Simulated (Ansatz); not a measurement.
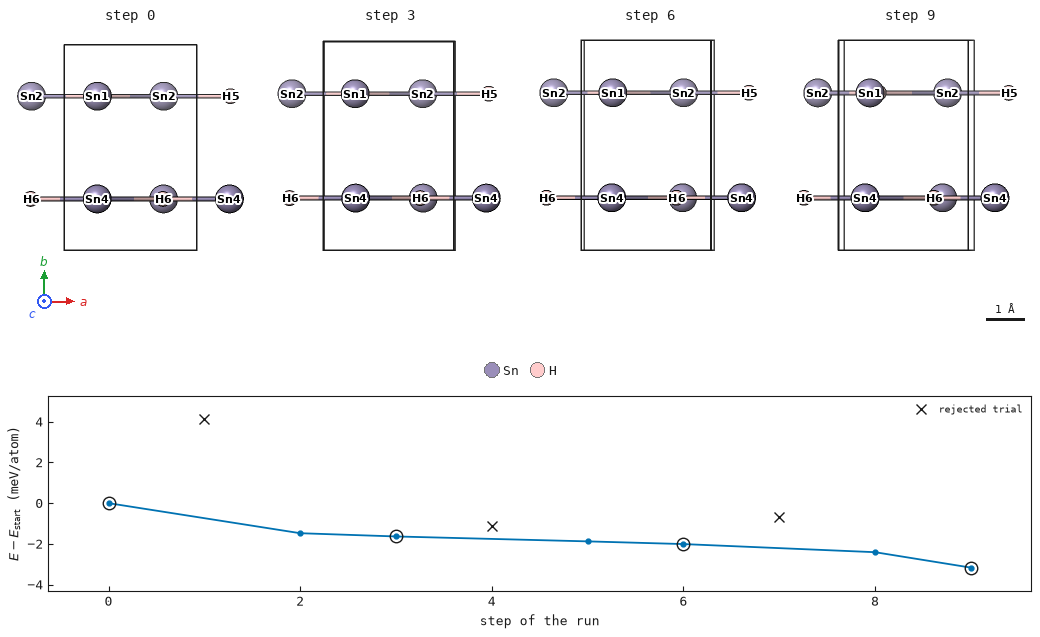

Frames of a relaxation of a crystal of Sn$_{2}$H (a generated structure, set up in P2_1/m), marked on the history of the run. Style: ball-and-stick. Shown: the cell of the calculation, along the c axis.

Level of theory: DFT PBE, scalar-relativistic, plane waves, PAW (Ansatz 0.2.0).

Input
```yaml
crystal:
  lattice:
    - [3.5108402472, 0.0, 0.0]
    - [0.0, 5.4547469043, 0.0]
    - [-0.040823811, 0.0, 6.3201290426]
  atoms:
    - { symbol: Sn, position: [0.2496979247, 0.75, 0.5629936726] }
    - { symbol: Sn, position: [0.7517547967, 0.75, 0.0335719825] }
    - { symbol: Sn, position: [0.7503020753, 0.25, 0.4370063274] }
    - { symbol: Sn, position: [0.2482452033, 0.25, 0.9664280175] }
    - { symbol: H, position: [0.2555613755, 0.75, 0.238750813] }
    - { symbol: H, position: [0.7444386245, 0.25, 0.761249187] }
basis:
  ecutwfc: 420
kpoints:
  mp_grid: { grid: [10, 8, 6] }
hamiltonian:
  xc: pbe
scf:
  occupations: { method: gaussian, width: 0.1 }
output:
  forces: true
  stress: true
  eigenvalues: true
relax:
  adjacent_minimum: "off"
  f_tol: 0.01
  max_steps: 80
  cell: { stress_tol: 0.05 }
```

Launched with:
```bash
ansatz run input.yaml --threads 1 --pin off --max-ram 2560MiB --backend cpu --events-out ev --progress --plain --runs-dir out
```

Q: Describe the path.

A: The run was cut off at its time limit before the relaxation converged, so the last structure is only a point on the way. The energy falls by 3.2 meV per atom in 6 accepted moves (9 points after the start). The largest force component goes from 0.058 to 0.031 eV/Å. The pressure goes from 0.35 to 0.28 GPa. The line search rejected the trial steps at points 1, 4, 7 of the run. The largest moves relative to the cell, 0.16 Å, are those of Sn2 and Sn4. Sn4 goes roughly along [−3 0 1]. By element the largest moves are Sn 0.16 Å, H 0.08 Å. The volume changes by +1.8 %, with a 3.511 → 3.450 Å (−1.7 %), b 5.455 → 5.572 Å (+2.1 %), c 6.320 → 6.420 Å (+1.6 %), β 90.4° → 93.2°. Among the contacts that change: Sn2–H5 2.178 → 2.333 Å, Sn2–H5 (another image) 2.186 → 2.105 Å, Sn1–H5 2.050 → 2.017 Å. The space group stays P2_1/m (No. 11). The run took 6.9 min on 1 thread of Arm Neoverse V1 (shared host), peak memory 0.72 GiB. From step 0 to 3: H atoms move most (0.06 Å), volume +1.1 %, energy −1.6 meV per atom. From step 3 to 6: Sn atoms move most (0.08 Å), volume +0.6 %, energy −0.4 meV per atom. From step 6 to 9: Sn atoms move most (0.11 Å), volume +0.1 %, energy −1.2 meV per atom.
